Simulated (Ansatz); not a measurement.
From GeH4 to Ge(NH2)4: predicting a member

On one Ge centre, n of the H ligands are replaced by NH2. The atomisation energy (no zero-point term) y in kJ/mol at CCSD(T)/def2-TZVPP. Shapes, held fixed at every level: PBE0-D4/def2-TZVP. Flexible molecules stand in one conformer, not always the lowest. Programs: Ansatz 0.2.0.

| molecule | n | y (kJ/mol) |
| --- | --- | --- |
| GeH4 | 0 | 1237 |
| GeH3(NH2) | 1 | 1968 |
| GeH2(NH2)2 | 2 | 2717 |
| GeH(NH2)3 | 3 | ? |
| Ge(NH2)4 | 4 | 4238 |

**Question.** Fit y = c + s·n to the known rows and predict GeH(NH2)3.

**Answer.** 
1. Means of the 4 rows: n = 1.75000, y = 2540.0.
2. Σ(Δn)² = 8.75, Σ(Δn·Δy) = 6574, so the slope is 6574/8.75 = 751.31.
3. Intercept: 2540.0 − (751.31) × 1.75000 = 1225.2. The largest residual of the fit is 12.
4. GeH(NH2)3: 1225.2 + (751.31) × 3 = 3479 kJ/mol.

The run gave 3475 kJ/mol, so the prediction is off by +4 kJ/mol, within the scatter of the fit. The steps per swap are +731, +749, +758, +763 kJ/mol. The slope is the difference between a Ge–NH2 and a Ge–H bond with the ligands’ own bonds. Other levels give for GeH(NH2)3: HF/def2-SVP 2304; B2PLYP/def2-TZVPP 3540 kJ/mol. Relativity is left out for Ge unless named. Correlated rows may include outer-core shells of Ge, which these sets cover unevenly.

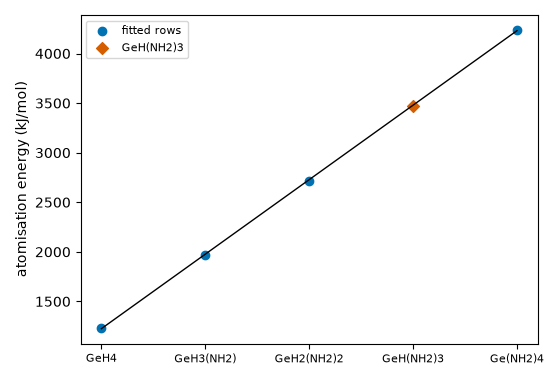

The fitted line, with the withheld member.
